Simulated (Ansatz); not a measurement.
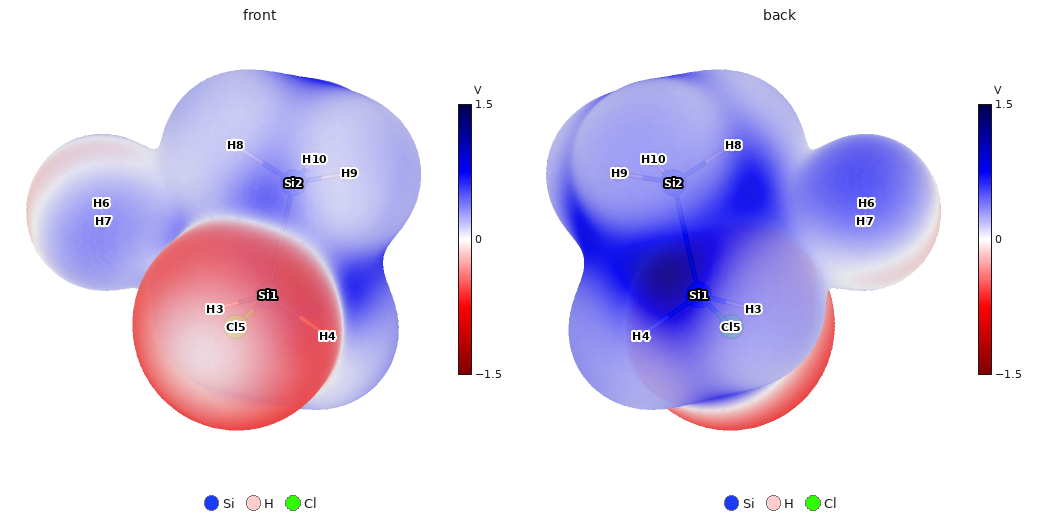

The picture shows: ClH$_{5}$Si$_{2}$···H$_{2}$. The molecular electrostatic potential painted on the density surface at 0.001 e/bohr³, seen from the front and from behind; red is negative and blue positive.

These are results of Ansatz 0.2.0, RKS PBE0/def2-SVPD, not measurements.

```yaml
atoms:
  - { symbol: Si, position_ang: [-0.9297, 0.7913, 0.5050] }
  - { symbol: Si, position_ang: [-0.1432, -1.4150, 0.3538] }
  - { symbol: H, position_ang: [-0.9208, 1.4901, -0.8117] }
  - { symbol: H, position_ang: [-2.2991, 0.8659, 1.0916] }
  - { symbol: Cl, position_ang: [0.3477, 1.8525, 1.7806] }
  - { symbol: H, position_ang: [1.8439, 0.8582, -2.2590] }
  - { symbol: H, position_ang: [2.0560, 1.2167, -1.6235] }
  - { symbol: H, position_ang: [1.2648, -1.4269, -0.1434] }
  - { symbol: H, position_ang: [-0.2063, -2.0552, 1.7021] }
  - { symbol: H, position_ang: [-1.0132, -2.1777, -0.5957] }
```

Where is the surface potential most negative and most positive?

The most negative region (about −0.5 V, or −12 kcal/mol for a unit charge) lies over Cl5, the most positive (about +1.1 V, or +25 kcal/mol for a unit charge) over Si1.
